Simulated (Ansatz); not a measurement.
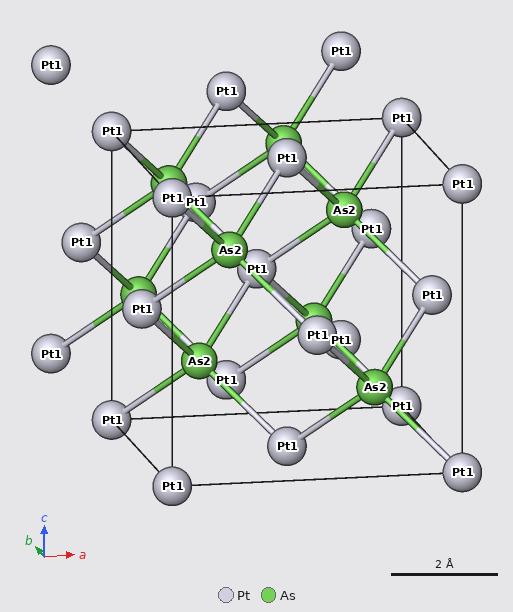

This is a crystal of AsPt (built on the zincblende type). The picture is a ball-and-stick view of the conventional cell (4 times the calculation's cell), repeated 1 × 2 × 1 with one cell outlined, seen slightly off an axis. Lengths and directions refer to the drawn axes.

These are results of Ansatz 0.2.0, DFT PBE, scalar-relativistic, plane waves, PAW, not measurements. Set-up: plane-wave cutoff 420 eV; k-point mesh 12 × 12 × 12; occupations gaussian; smearing width 0.05 eV; no spin polarisation.

Now this is done to it. The cell is strained by +1.2 % roughly along [0 −1 3], −1.0 % roughly along [1 −3 −1], −1.5 % roughly along [3 1 0] (volume −1.3 %) and atoms are displaced by 0.02 Å relative to the cell: As2 0.02 Å along [2 −2 3], Pt1 0.02 Å along [−2 2 −3]. No relaxation follows.

**Predict the response.**

Energy change: +5.7 meV per atom. The pressure goes from 0.0 to 1.6 GPa. The principal stresses (compression positive) are 3.2 GPa along [2 3 2], 1.9 GPa along [1 0 −1], −0.5 GPa roughly along [1 −1 1]. The largest forces, 0.41 eV/Å, act on Pt1 and As2; on Pt1 it points along [3 −1 3]. Some distances before and after: As–Pt 2.436 → 2.397 to 2.466 Å. The space group (tolerance 0.01 Å) goes from F-43m (No. 216) to P1 (No. 1).

The changed structure in the same view:

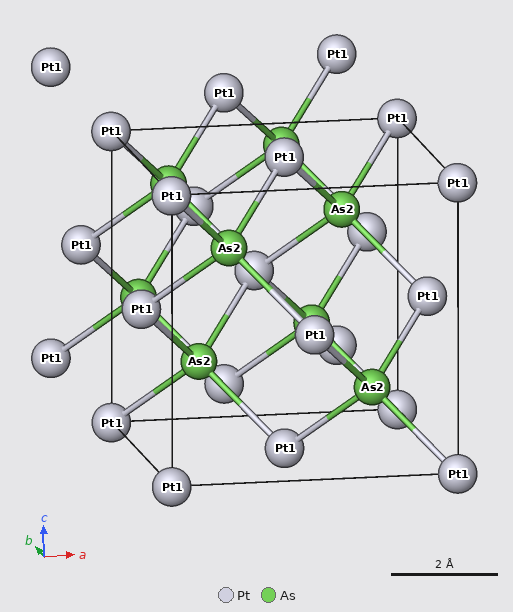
